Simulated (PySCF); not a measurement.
# C2H6AlBr (SMILES C[CH2][AlH][Br]) at 3 levels

Aim: a comparison of 3 runs (HF/STO-3G, B3LYP/6-31G*, PBE0/def2-SVP) of C2H6AlBr. The job is set up through a Python script.

The calculation is run with PySCF 2.14.0.

## Step 1: Starting point

The species is C2H6AlBr (10 atoms), meant as a singlet with charge 0. As SMILES, `C[CH2][AlH][Br]`. The coordinates come from a PBE0-D4/def2-TZVP relaxation. This is one conformer, not always the lowest.

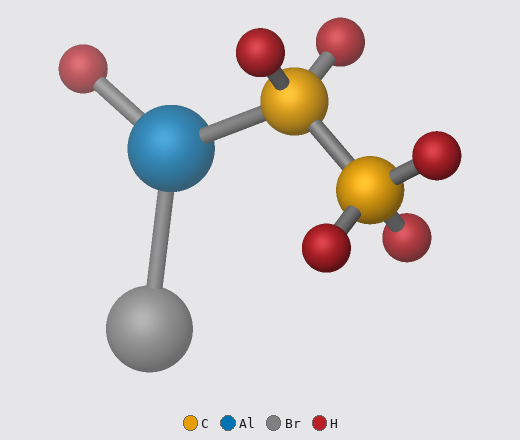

Viewed from a chosen angle; carbon amber, aluminium blue, bromine grey, hydrogen red.

## Step 2: Energy and gradient at HF/STO-3G (run 1)

job.py reads:

```python
import pyscf.grad
from pyscf import gto, scf

system = gto.M(
    atom='''
C     -1.018200     0.797500     0.236600
C      0.060100    -0.183500     0.689500
Al     1.251500    -0.894000    -0.678500
Br     0.950500    -0.261800    -2.834800
H     -1.684400     0.349700    -0.504400
H     -1.636700     1.135300     1.073000
H     -0.584600     1.685200    -0.229900
H      0.699200     0.271300     1.458900
H     -0.391900    -1.049900     1.192100
H      2.437500    -1.900800    -0.399400
''',
    verbose=3,
    max_memory=1860,
    charge=0,
    basis='sto-3g',
)

mf = scf.RHF(system)
mf.conv_tol = 1e-10
mf.kernel()
if not mf.converged:
    mf = mf.newton().run(mf.mo_coeff, mf.mo_occ)

e_final = mf.e_tot
print('Final energy', e_final)
grad = mf.Gradients().kernel()
dip = mf.dip_moment()
pop, q = mf.mulliken_pop()
```

The run is started by

```
OMP_NUM_THREADS=1 python job.py
```

The log of the run:

```text
converged SCF energy = -2862.07895323862
Final energy -2862.078953238622
--------------- RHF gradients ---------------
         x                y                z
0 C     0.0116246993    -0.0106653509     0.0044068321
1 C    -0.0302993429     0.0253082005    -0.0004922523
2 Al    -0.0176313797     0.0129040614     0.0069458203
3 Br    -0.0036240839     0.0078170630    -0.0271114240
4 H    -0.0026844082    -0.0007025604    -0.0040877297
5 H    -0.0031372885     0.0017630343     0.0041030390
6 H     0.0009344930     0.0037409490    -0.0031914584
7 H     0.0085256489    -0.0004105881     0.0070457853
8 H     0.0007599813    -0.0097940096     0.0051344162
9 H     0.0355316807    -0.0299607992     0.0072469714
----------------------------------------------
Dipole moment(X, Y, Z, Debye):  0.41426, -0.81231,  2.64218
 ** Mulliken pop  **
pop of  0 C 1s            1.99202
pop of  0 C 2s            1.18402
pop of  0 C 2px           0.99369
pop of  0 C 2py           0.99650
pop of  0 C 2pz           1.01090
pop of  1 C 1s            1.99225
pop of  1 C 2s            1.23855
pop of  1 C 2px           1.01714
pop of  1 C 2py           0.97713
pop of  1 C 2pz           1.10023
pop of  2 Al 1s           1.99947
pop of  2 Al 2s           1.98244
pop of  2 Al 3s           1.00827
pop of  2 Al 2px          1.93746
pop of  2 Al 2py          1.93345
pop of  2 Al 2pz          1.93741
pop of  2 Al 3px          0.44787
pop of  2 Al 3py          0.33919
pop of  2 Al 3pz          0.48205
pop of  3 Br 1s           2.00000
pop of  3 Br 2s           1.99984
pop of  3 Br 3s           1.99960
pop of  3 Br 4s           1.96972
pop of  3 Br 2px          1.99999
pop of  3 Br 2py          1.99998
pop of  3 Br 2pz          1.99985
pop of  3 Br 3px          1.99926
pop of  3 Br 3py          1.99866
pop of  3 Br 3pz          1.99202
pop of  3 Br 4px          1.95904
pop of  3 Br 4py          1.92363
pop of  3 Br 4pz          1.55331
pop of  3 Br 3dxy         1.99999
pop of  3 Br 3dyz         1.99980
pop of  3 Br 3dz^2        1.99944
pop of  3 Br 3dxz         1.99991
pop of  3 Br 3dx2-y2      1.99999
pop of  4 H 1s            0.94926
pop of  5 H 1s            0.94735
pop of  6 H 1s            0.94967
pop of  7 H 1s            0.97058
pop of  8 H 1s            0.97072
pop of  9 H 1s            1.24836
 ** Mulliken atomic charges  **
charge of    0C =     -0.17713
charge of    1C =     -0.32530
charge of    2Al =      0.93240
charge of    3Br =     -0.39402
charge of    4H =      0.05074
charge of    5H =      0.05265
charge of    6H =      0.05033
charge of    7H =      0.02942
charge of    8H =      0.02928
charge of    9H =     -0.24836
```

Run time: 5.4 s. Hardware: 1 thread of Intel Xeon at 2.70GHz, shared host; peak memory 0.12 GiB.

## Step 3: Energy and forces at B3LYP/6-31G(d) (Cartesian functions) (run 2)

job.py reads:

```python
# C[CH2][AlH][Br]
import pyscf.grad
from pyscf import gto, dft

mol = gto.Mole()
mol.atom = [
    ('C', (-1.018200, 0.797500, 0.236600)),
    ('C', (0.060100, -0.183500, 0.689500)),
    ('Al', (1.251500, -0.894000, -0.678500)),
    ('Br', (0.950500, -0.261800, -2.834800)),
    ('H', (-1.684400, 0.349700, -0.504400)),
    ('H', (-1.636700, 1.135300, 1.073000)),
    ('H', (-0.584600, 1.685200, -0.229900)),
    ('H', (0.699200, 0.271300, 1.458900)),
    ('H', (-0.391900, -1.049900, 1.192100)),
    ('H', (2.437500, -1.900800, -0.399400)),
]
mol.basis = '6-31g*'
mol.cart = True
mol.verbose = 4
mol.max_memory = 1860
mol.charge = 0
mol.build()

calc0 = dft.RKS(mol)
calc0.xc = 'b3lyp'
calc0.conv_tol = 1e-10
calc0.grids.level = 5
calc0.kernel()
if not calc0.converged:
    calc0 = calc0.newton().run(calc0.mo_coeff, calc0.mo_occ)

e_final = calc0.e_tot
print(f'total energy: {e_final:.8f} hartree')
grad = calc0.Gradients().kernel()
calc0.analyze()
```

The run is started by

```
OMP_NUM_THREADS=1 python job.py
```

The log of the run:

```text
PySCF version 2.14.0

[... 106 lines left out ...]
MO #5   energy= -56.3207749168065  occ= 2
[... 12 lines left out ...]
MO #18  energy= -2.60895173181995  occ= 2
[... 12 lines left out ...]
MO #31  energy= -0.302528901860925 occ= 2
[... 12 lines left out ...]
MO #44  energy= 0.192746093634783  occ= 0
[... 12 lines left out ...]
MO #57  energy= 0.56965673123836   occ= 0
[... 12 lines left out ...]
MO #70  energy= 0.967903088426409  occ= 0
[... 12 lines left out ...]
MO #83  energy= 2.23243449542033   occ= 0
[... 12 lines left out ...]
MO #96  energy= 90.4238468312298   occ= 0
[... 109 lines left out ...]
Dipole moment(X, Y, Z, Debye): -0.37004, -0.08542,  2.11895
```

Wall time 43 s (1 thread of Intel Xeon at 2.70GHz, shared host); peak memory 0.95 GiB.

## Step 4: Energy and gradient at PBE0/def2-SVP (run 3)

run.py reads:

```python
import pyscf.grad
from pyscf import gto, dft

mol = gto.Mole()
mol.atom = '''
C   -1.018200   0.797500   0.236600
C    0.060100  -0.183500   0.689500
Al   1.251500  -0.894000  -0.678500
Br   0.950500  -0.261800  -2.834800
H   -1.684400   0.349700  -0.504400
H   -1.636700   1.135300   1.073000
H   -0.584600   1.685200  -0.229900
H    0.699200   0.271300   1.458900
H   -0.391900  -1.049900   1.192100
H    2.437500  -1.900800  -0.399400
'''
mol.max_memory = 1860
mol.basis = 'def2-svp'
mol.verbose = 4
mol.build()

mf = dft.RKS(mol, xc='pbe0')
mf.grids.level = 5
mf.conv_tol = 1e-10
mf.kernel()
if not mf.converged:
    mf = mf.newton().run(mf.mo_coeff, mf.mo_occ)

e_final = mf.e_tot
print('E = %.10f Eh' % e_final)
grad = mf.Gradients().kernel()
dip = mf.dip_moment()
pop, q = mf.mulliken_pop()
```

The run is started by

```
OMP_NUM_THREADS=1 python run.py
```

The log of the run:

```text
PySCF version 2.14.0

[... 77 lines left out ...]
converged SCF energy = -2895.51339391246
[... 13 lines left out ...]
Dipole moment(X, Y, Z, Debye): -0.36655, -0.04123,  1.86230
[... 119 lines left out ...]
charge of    9H =     -0.14753
```

Wall time 47 s (1 thread of Intel Xeon at 2.70GHz, shared host); peak memory 1.1 GiB.

## Step 5: Overview of the runs

```
run                               level  Cartesian functions  integration grid   energy (Eh)  dipole moment (D)  HOMO energy (eV)  LUMO energy (eV)  wall time
  1                           HF/STO-3G                   no                 –  -2862.078953               2.80             -7.59              8.03      5.4 s
  2  B3LYP/6-31G* (Cartesian functions)                  yes                 5  -2896.207688               2.15             -7.43             -1.40       43 s
  3                       PBE0/def2-SVP                   no                 5  -2895.513394               1.90             -7.71             -1.20       47 s
```

## Step 6: Results

| quantity | value |
| --- | --- |
| run 3: total energy | -2895.51339 Eh |
| run 3: dipole moment | 1.90 D |
| run 3: HOMO energy | -7.71 eV |
| run 3: LUMO energy | -1.20 eV |
| run 3: HOMO–LUMO gap | 6.50 eV |
| run 3: largest force on an atom | 0.300 eV/Å |

The dipole moment (its size) runs from 1.90 D (PBE0/def2-SVP) to 2.80 D (HF/STO-3G). The two ends differ in method and basis. The HOMO–LUMO gap runs from 6.02 eV (B3LYP/6-31G*) to 15.61 eV (HF/STO-3G). Totals of different functionals can't be ranked against each other. In run 1 the basis is minimal, so the values are rough. All runs together took 96 s, the longest 47 s.
